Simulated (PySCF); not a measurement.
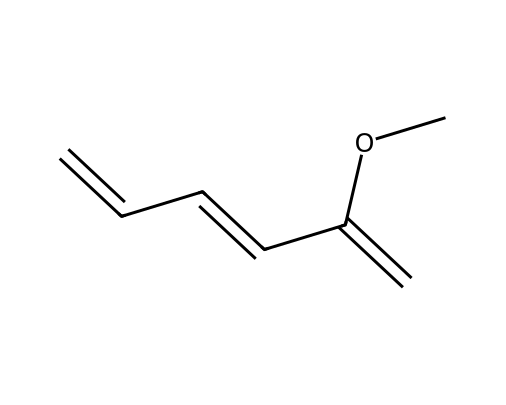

Skeletal drawing of a molecule.

**Give its SMILES.**

C=C/C=C/C(=C)OC

**Give the formula, hydrogens included.**

C7H10O.

**An optimisation with GFN2-xTB gave a structure of which point group?**

Cs. Other conformers may differ.

The parts below concern this one geometry. Atoms keep their numbers from picture to picture. The geometry was computed by an optimisation with GFN2-xTB. No frequency run is at hand to confirm it as a minimum.

Excitation

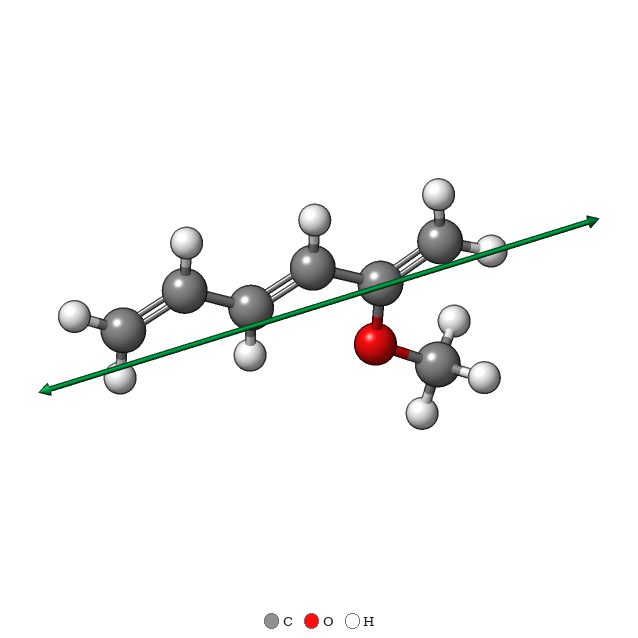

The double arrow shows the direction of the transition dipole to excited singlet state 1 (its length means nothing). No frequency run is at hand to confirm it as a minimum. Properties computed with TDDFT PBE0/def2-SVPD, vertical, gas phase, core orbitals frozen in the response (PySCF 2.14.0).

**Give its energy, strength and character.**

4.75 eV (261 nm), oscillator strength 0.81, mainly HOMO → LUMO (weight 0.94); transition dipole 6.72 D.

NMR shielding

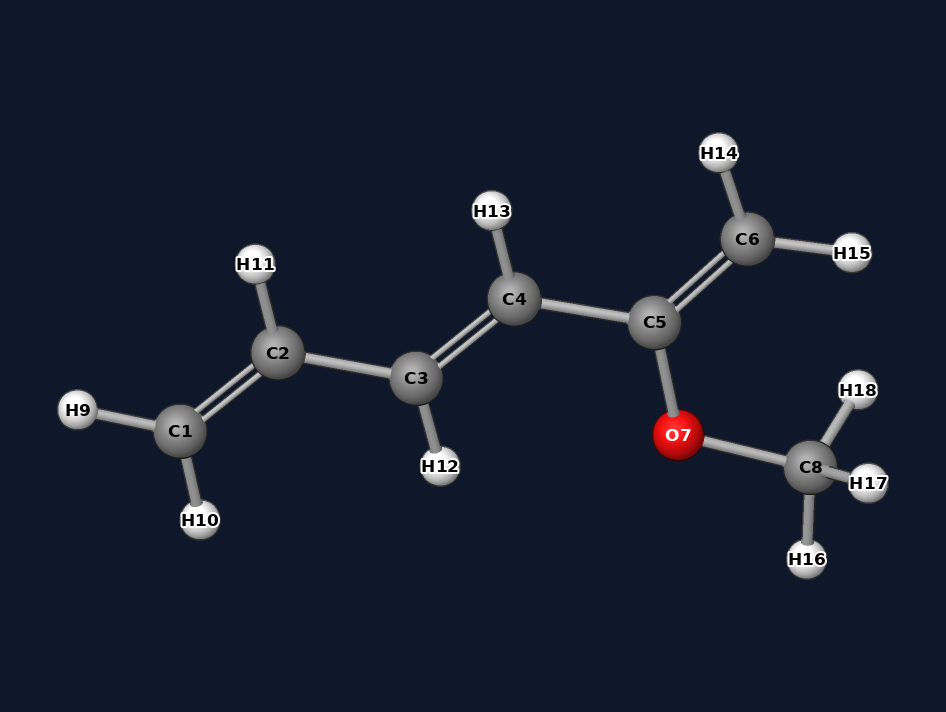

The questions are on isotropic NMR shieldings of the H atoms. No frequency run is at hand to confirm it as a minimum. Level of theory: GIAO PBE0/pcSseg-1 NMR shielding, non-relativistic, gas phase (PySCF 2.14.0).

**Which H atom is the most shielded (lowest chemical shift)?**

H17, H18 (28.07 to 28.08 ppm).

**Which H atom is the least shielded (highest chemical shift)?**

H12 (24.82 ppm).

**How wide is the range of H shifts?**

3.26 ppm.

Give the isotropic NMR shieldings of the H atoms atom by atom.

| atom | σ (ppm) |
| --- | --- |
| H9 | 26.23 |
| H10 | 26.11 |
| H11 | 25.11 |
| H12 | 24.82 |
| H13 | 25.64 |
| H14 | 27.39 |
| H15 | 27.54 |
| H16 | 27.53 |
| H17 | 28.08 |
| H18 | 28.07 |

Polarisability

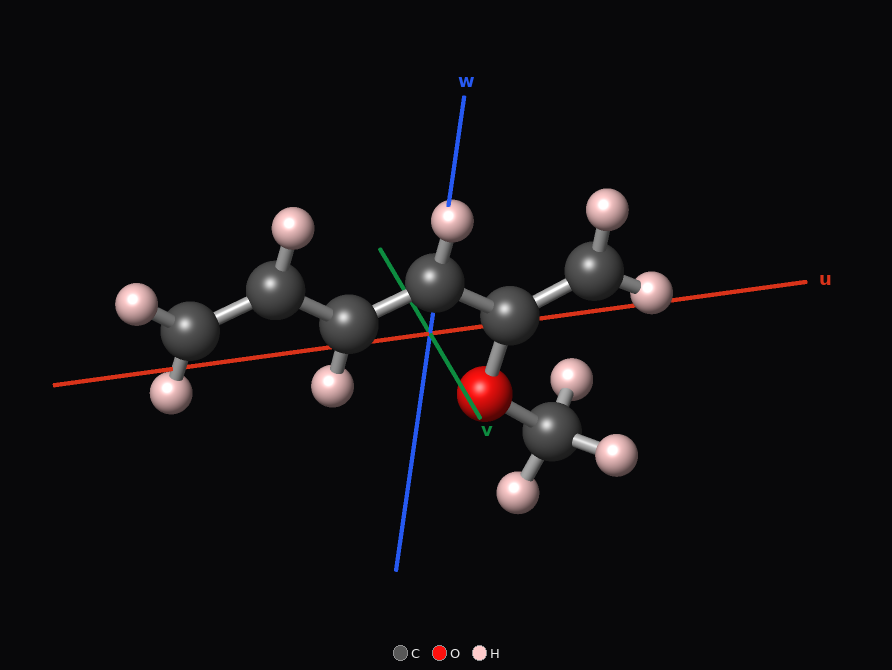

The lines u, v and w are the principal axes of the static dipole polarisability. No frequency run is at hand to confirm it as a minimum. Level of theory: PBE0/def2-SVPD (PySCF 2.14.0).

**Along which axis is the molecule most polarisable, and along which least?**

Most along u, least along v.

**Give the three principal values.**

u 172.8, v 60.0, w 87.0 bohr³; mean 106.6, anisotropy 102.0 bohr³.
